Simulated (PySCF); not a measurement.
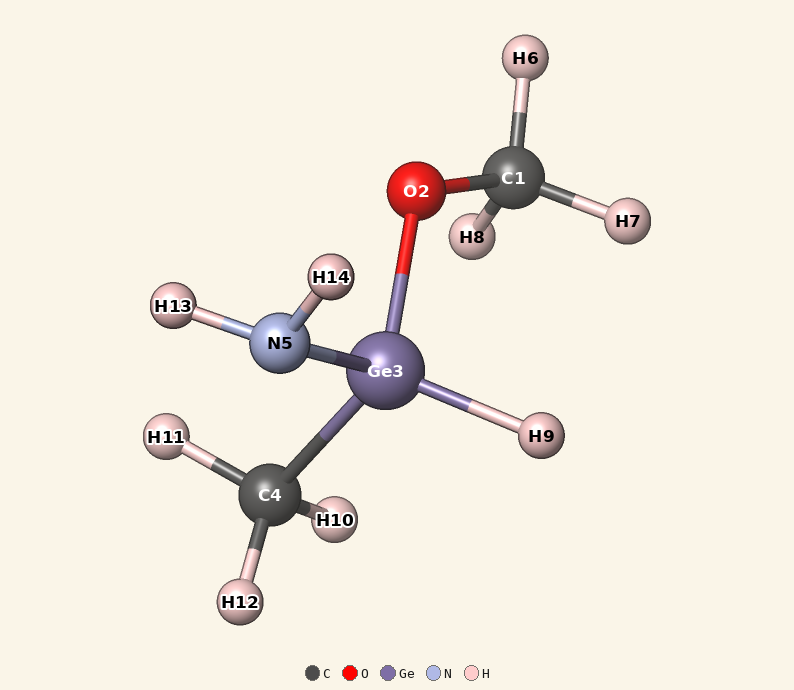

The computed structure is the end point of a PBE0-D3(BJ)/def2-SVP optimisation. No frequency run is at hand to confirm it as a minimum. Properties computed with delta-SCF UKS SCAN, def2-TZVP on the ionised atom, pcseg-1 elsewhere, spin-free X2C (PySCF 2.14.0).

Give the core-electron binding energies (to vacuum) of C1 1s, O2 1s, C4 1s, N5 1s.

| atom | level | binding energy (eV) |
| --- | --- | --- |
| C1 | 1s | 292.3 |
| O2 | 1s | 537.7 |
| C4 | 1s | 290.8 |
| N5 | 1s | 405.0 |
